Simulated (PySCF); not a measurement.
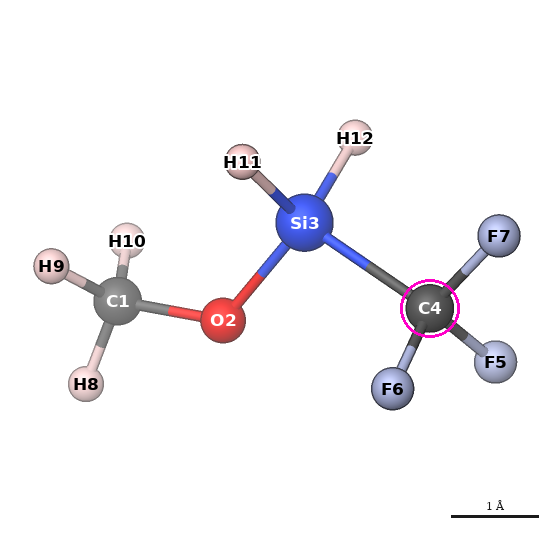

Orthographic view. Depth is shown by fading: the farther an atom, the more it takes the colour of the background. The computed structure is the end point of a PBE0-D3(BJ)/def2-SVP optimisation. No frequency run is at hand to confirm it as a minimum.

Question: Which atoms are bonded to the circled atom?

Answer: The circled atom is C4; it is bonded to Si3, F5, F6, F7.

Question: Which atom is farthest from the viewer?

Answer: H10, 2.0 Å behind the mean position.

Question: What is the shortest path along bonds from the circled atom to H9?

Answer: C4–Si3–O2–C1–H9, 4 bonds; through space the two are 4.65 Å apart.

Question: Of C4 and F5, which is nearer the viewer?

Answer: C4; the bond to F5 points away from the viewer, so it looks shorter than its 1.34 Å.
